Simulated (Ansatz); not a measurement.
```cif
data_structure
_symmetry_space_group_name_H-M 'P 1'
_symmetry_Int_Tables_number 1
_cell_length_a 3.3702
_cell_length_b 5.0072
_cell_length_c 5.6396
_cell_angle_alpha 107.427
_cell_angle_beta 103.158
_cell_angle_gamma 92.891
_cell_volume 87.69
loop_
_atom_site_label
_atom_site_type_symbol
_atom_site_fract_x
_atom_site_fract_y
_atom_site_fract_z
_atom_site_occupancy
Al1 Al 0.00000 0.00000 0.00000 1
Al2 Al 0.64116 0.42925 0.29008 1
Al3 Al 0.35884 0.57075 0.70992 1
Al4 Al 0.50000 0.00000 0.50000 1
H1 H 0.50000 0.50000 0.00000 1
H2 H 0.00000 0.00000 0.50000 1
```

Space group P-1; a structure generated by program, which may or may not match a known phase.

Method: Ansatz 0.2.0, DFT PBE, scalar-relativistic, plane waves, PAW.

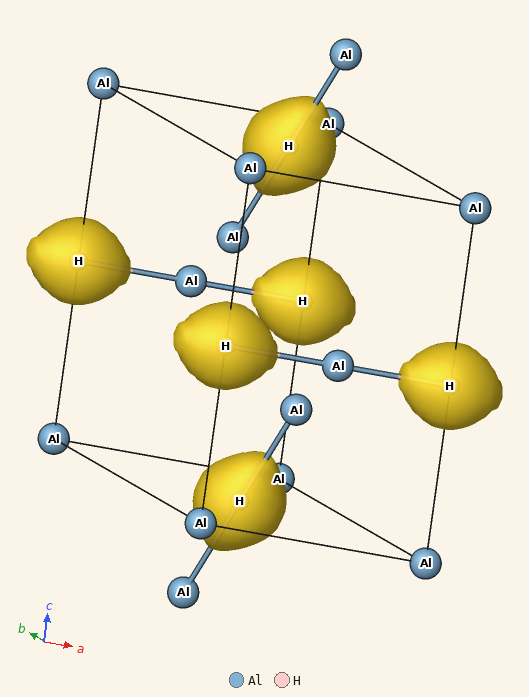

Al2H. Isosurface of the ELF at 0.9 (yellow), seen slightly off an axis. Only the valence region is drawn (cores and ρ < 0.01 e/Å³ removed). Sticks mark near contacts.

Core electrons are frozen (PAW), and the valence fields are smoothed inside the atomic spheres.

**What do the ELF domains correspond to?**

The surface consists of two regions around hydrogen nuclei, counted in one cell of 6 atoms. Regions shared between cells count once.

Values along the shortest contacts:
Al–H (1.69 Å): the ELF climbs to about 1 towards the hydrogen. Al–H (1.74 Å): the ELF climbs to about 1 towards the hydrogen.
